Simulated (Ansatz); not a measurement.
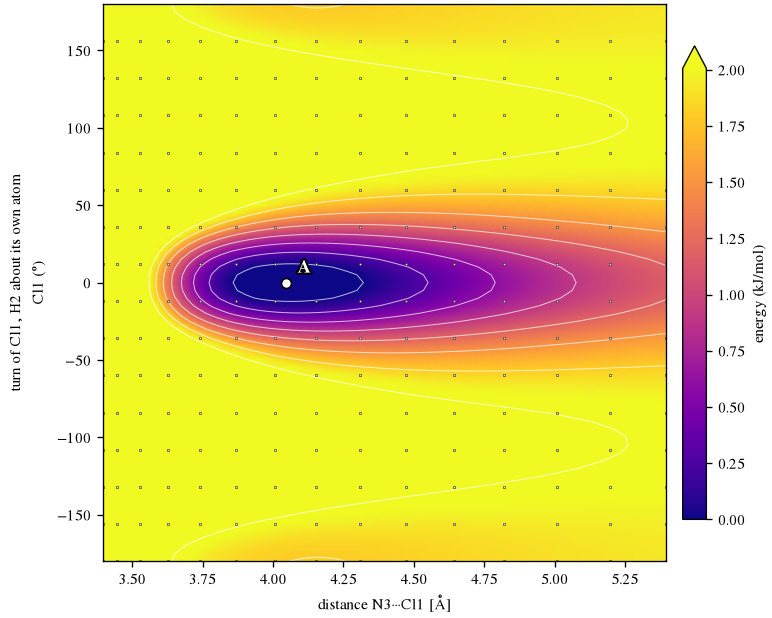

The pair ClH···N₂. The turn is about an axis along (−0.68, −0.73, −0.04) in the frame of the relaxed pair, normal to the line between the partners. Coordinates scanned: (1) distance N3···Cl1; (2) turn of Cl1, H2 about its own atom Cl1. The scan uses a 15 × 15 grid; 167 points were computed and 58 follow by symmetry. Points are written as (first, second). Energies: kJ/mol, counted from the lowest grid point. Computed with Ansatz 0.2.0, RHF/def2-TZVPD.

The picture shows a smooth colour map with a few white contour lines, dots at the grid points, one colour for all values above the top of the scale, the well A. Between grid points the surface is interpolated.

**Estimate the position of the minimum and the force constants in these coordinates. Take the well at A.**

The interpolated minimum is at distance N3···Cl1 ≈ 4.046 Å, the second coordinate ≈ 0°. The curvatures there are about 0.087 eV/Å² and 0.094 eV/rad², with a cross term of about 0 eV/(Å·rad). Round the minimum the two coordinates are nearly uncoupled. (1 eV is 96.5 kJ/mol.)
